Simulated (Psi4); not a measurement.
# Single-point calculation, with input and output: C$_{4}$F$_{6}$ (part 1 of 2)

C$_{4}$F$_{6}$, computed with MP2/def2-SVP, RHF (Psi4 1.11).

The geometry comes from this level: PBE0-D4/def2-TZVP.

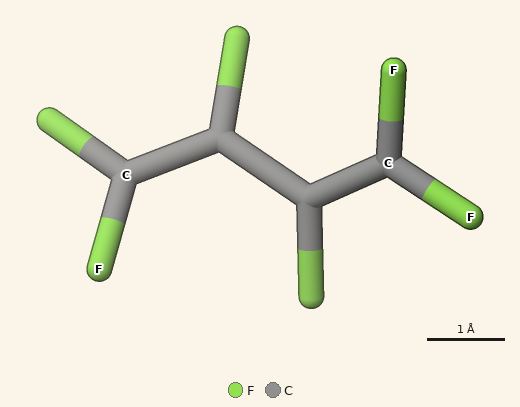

Fig. 1: The structure as given in the input (stick view, seen at a tilt).

Input (input.in):
```
memory 2200 mb

molecule geom {
  0 1
  F     -2.053810     1.662800     1.377130
  C     -0.968210     0.957120     1.216850
  F     -0.221410     0.945930     2.287420
  C     -0.667650     0.310880     0.093330
  F     -1.492030     0.446590    -0.950910
  C      0.469880    -0.568880    -0.081660
  F      0.861420    -1.269360     0.988150
  C      1.122480    -0.755840    -1.225950
  F      0.870130    -0.099570    -2.325770
  F      2.079220    -1.629640    -1.378580
  symmetry c1
}

set reference rhf
set puream true
set e_convergence 1e-09
set d_convergence 1e-08
set scf_type pk
set num_frozen_docc 10
set mp2_type conv

e = energy('mp2/def2-SVP')
print_variables()
```

Machine: 1 thread of Intel Xeon (Granite Rapids), 32 GiB of memory available, shared host.

Launch command:
```bash
psi4 -i input.in -o input.out -n 1
```

Log:
```
Psi4 1.11 release

   => Loading Basis Set <=

    Name: DEF2-SVP
    Role: ORBITAL
    Keyword: BASIS

         ---------------------------------------------------------
                                   SCF
                              RHF Reference
                        1 Threads,   2098 MiB Core
         ---------------------------------------------------------

  ==> Geometry <==

    Molecular point group: c1
    Full point group: C1

    Geometry (in Angstrom), charge = 0, multiplicity = 1:

       Center              X                  Y                   Z               Mass
    ------------   -----------------  -----------------  -----------------  -----------------
         F           -2.055691657616     1.660346031537     1.377239857806    18.998403162730
         C           -0.970091657616     0.954666031537     1.216959857806    12.000000000000
         F           -0.223291657616     0.943476031537     2.287529857806    18.998403162730
         C           -0.669531657616     0.308426031537     0.093439857806    12.000000000000
         F           -1.493911657616     0.444136031537    -0.950800142194    18.998403162730
         C            0.467998342384    -0.571333968463    -0.081550142194    12.000000000000
         F            0.859538342384    -1.271813968463     0.988259857806    18.998403162730
         C            1.120598342384    -0.758293968463    -1.225840142194    12.000000000000
         F            0.868248342384    -0.102023968463    -2.325660142194    18.998403162730
         F            2.077338342384    -1.632093968463    -1.378470142194    18.998403162730

  Running in c1 symmetry.

  Rotational constants: A =      0.07974  B =      0.02798  C =      0.02190 [cm^-1]
  Rotational constants: A =   2390.50667  B =    838.80930  C =    656.54159 [MHz]
  Nuclear repulsion =  564.449320957718328

  Charge       = 0
  Multiplicity = 1
  Electrons    = 78
  Nalpha       = 39
  Nbeta        = 39

  ==> Algorithm <==

  SCF Algorithm Type is PK.
  DIIS enabled.
  MOM disabled.
  Fractional occupation disabled.
  Guess Type is SAD.
  Energy threshold   = 1.00e-09
  Density threshold  = 1.00e-08
  Integral threshold = 1.00e-12

  ==> Primary Basis <==

  Basis Set: DEF2-SVP
    Blend: DEF2-SVP
    Number of shells: 60
    Number of basis functions: 140
    Number of Cartesian functions: 150
    Spherical Harmonics?: true
    Max angular momentum: 2

  ==> Integral Setup <==

  Using in-core PK algorithm.
   Calculation information:
      Number of atoms:                  10
      Number of AO shells:              60
      Number of primitives:            120
      Number of atomic orbitals:       150
      Number of basis functions:       140

      Integral cutoff                 1.00e-12
      Number of threads:                 1

  Performing in-core PK
  Using 97426770 doubles for integral storage.
  We computed 1116147 shell quartets total.
  Whereas there are 1675365 unique shell quartets.

  ==> DiskJK: Disk-Based J/K Matrices <==

    J tasked:                  Yes
    K tasked:                  Yes
    wK tasked:                  No
    Memory [MiB]:             1573
    Schwarz Cutoff:          1E-12

  Minimum eigenvalue in the overlap matrix is 1.3837795594E-03.
  Reciprocal condition number of the overlap matrix is 2.8486698708E-04.
    Using symmetric orthogonalization.

  ==> Pre-Iterations <==

  SCF Guess: Superposition of Atomic Densities via on-the-fly atomic UHF (no occupation information).

   -------------------------
    Irrep   Nso     Nmo
   -------------------------
     A        140     140
   -------------------------
    Total     140     140
   -------------------------

  ==> Iterations <==

                        Total Energy        Delta E     RMS |[F,P]|

   @RHF iter SAD:  -746.76723325164266   -7.46767e+02   0.00000e+00
   @RHF iter   1:  -747.26246281075476   -4.95230e-01   3.95911e-03 DIIS/ADIIS
   @RHF iter   2:  -747.36463868921669   -1.02176e-01   1.98921e-03 DIIS/ADIIS
   @RHF iter   3:  -747.39166882069776   -2.70301e-02   3.88094e-04 DIIS/ADIIS
   @RHF iter   4:  -747.39350808252630   -1.83926e-03   9.59726e-05 DIIS
   @RHF iter   5:  -747.39367277602162   -1.64693e-04   3.61477e-05 DIIS
   @RHF iter   6:  -747.39369203603053   -1.92600e-05   1.16542e-05 DIIS
   @RHF iter   7:  -747.39369517514706   -3.13912e-06   3.32336e-06 DIIS
   @RHF iter   8:  -747.39369541376232   -2.38615e-07   1.04893e-06 DIIS
   @RHF iter   9:  -747.39369544851377   -3.47515e-08   4.24257e-07 DIIS
   @RHF iter  10:  -747.39369545299371   -4.47994e-09   1.40857e-07 DIIS
   @RHF iter  11:  -747.39369545363104   -6.37328e-10   2.49145e-08 DIIS
   @RHF iter  12:  -747.39369545365093   -1.98952e-11   9.33241e-09 DIIS
  Energy and wave function converged.

  ==> Post-Iterations <==

    Orbital Energies [Eh]
    ---------------------

    Doubly Occupied:

       1A    -26.372646     2A    -26.372612     3A    -26.369418
       4A    -26.369416     5A    -26.339130     6A    -26.339126
       7A    -11.465257     8A    -11.465243     9A    -11.377088
      10A    -11.376301    11A     -1.720108    12A     -1.719186
      13A     -1.654637    14A     -1.652375    15A     -1.644613
      16A     -1.637444    17A     -1.142343    18A     -1.075636
      19A     -0.941897    20A     -0.904660    21A     -0.863788
      22A     -0.848258    23A     -0.832082    24A     -0.815263
      25A     -0.805575    26A     -0.800449    27A     -0.764937
      28A     -0.737193    29A     -0.728047    30A     -0.722638
      31A     -0.722551    32A     -0.720421    33A     -0.715820
      34A     -0.698365    35A     -0.693607    36A     -0.688818
      37A     -0.620200    38A     -0.467012    39A     -0.372001

    Virtual:

      40A      0.100561    41A      0.184875    42A      0.264301
      43A      0.278379    44A      0.291921    45A      0.319223
      46A      0.395921    47A      0.414764    48A      0.522597
      49A      0.586688    50A      0.594920    51A      0.599925
      52A      0.618315    53A      0.632308    54A      0.636198
      55A      0.666230    56A      0.686537    57A      0.722629
      58A      0.742443    59A      0.777385    60A      0.799479
      61A      0.802079    62A      0.823372    63A      0.923551
      64A      0.957455    65A      0.993619    66A      1.002240
      67A      1.364029    68A      1.364893    69A      1.375611
      70A      1.382386    71A      1.422258    72A      1.438053
      73A      1.439131    74A      1.468817    75A      1.502475
      76A      1.515496    77A      1.583599    78A      1.600652
      79A      1.616496    80A      1.651675    81A      1.666654
      82A      1.676795    83A      1.686564    84A      1.722680
      85A      1.726668    86A      1.749932    87A      1.820465
      88A      1.838229    89A      1.899870    90A      1.947075
      91A      2.004619    92A      2.008857    93A      2.098810
      94A      2.101526    95A      2.148528    96A      2.177556
      97A      2.183449    98A      2.233398    99A      2.242170
     100A      2.276647   101A      2.297495   102A      2.318549
     103A      2.404884   104A      2.487482   105A      2.494995
     106A      2.652630   107A      2.697518   108A      2.787471
     109A      2.935546   110A      3.017178   111A      3.370649
     112A      3.371570   113A      3.378695   114A      3.379793
     115A      3.394759   116A      3.409903   117A      3.413860
     118A      3.417449   119A      3.426248   120A      3.439464
     121A      3.454102   122A      3.464160   123A      3.539571
     124A      3.556914   125A      3.633038   126A      3.639992
     127A      3.688884   128A      3.693556   129A      3.761996
     130A      3.769674   131A      3.819704   132A      3.830277
     133A      4.039623   134A      4.072687   135A      4.159249
     136A      4.207353   137A      4.228562   138A      4.258555
     139A      4.394722   140A      4.418502

    Final Occupation by Irrep:
              A
    DOCC [    39 ]
    NA   [    39 ]
    NB   [    39 ]

  @RHF Final Energy:  -747.39369545365093

   => Energetics <=

    Nuclear Repulsion Energy =            564.4493209577183279
    One-Electron Energy =               -2160.5737146993551505
    Two-Electron Energy =                 848.7306982879858879
    Total Energy =                       -747.3936954536509347

Computation Completed

Properties will be evaluated at   0.000000,   0.000000,   0.000000 [a0]

Properties computed using the SCF density matrix

 Multipole Moments:

 ------------------------------------------------------------------------------------
     Multipole            Electronic (a.u.)      Nuclear  (a.u.)        Total (a.u.)
 ------------------------------------------------------------------------------------

 L = 1.  Multiply by 2.5417464519 to convert [e a0] to [Debye]
 Dipole X            :          0.1072562           -0.0304044            0.0768519
 Dipole Y            :          0.1399248           -0.0396456            0.1002792
 Dipole Z            :         -0.0063250            0.0017932           -0.0045318
 Magnitude           :                                                    0.1264226

 ------------------------------------------------------------------------------------

	total time  =          4 seconds =       0.07 minutes
 MINTS: Wrapper to libmints.

   Calculation information:
      Number of threads:                 1
      Number of atoms:                  10
      Number of AO shells:              60
      Number of SO shells:              60
      Number of primitives:            120
      Number of atomic orbitals:       150
      Number of basis functions:       140

      Number of irreps:                  1
      Integral cutoff                 1.00e-12
      Number of functions per irrep: [ 140 ]

 OEINTS: Overlap, kinetic, potential, dipole, and quadrupole integrals
         stored in file 35.

      Computing two-electron integrals...done
      Computed 31411312 non-zero two-electron integrals.
        Stored in file 33.
```
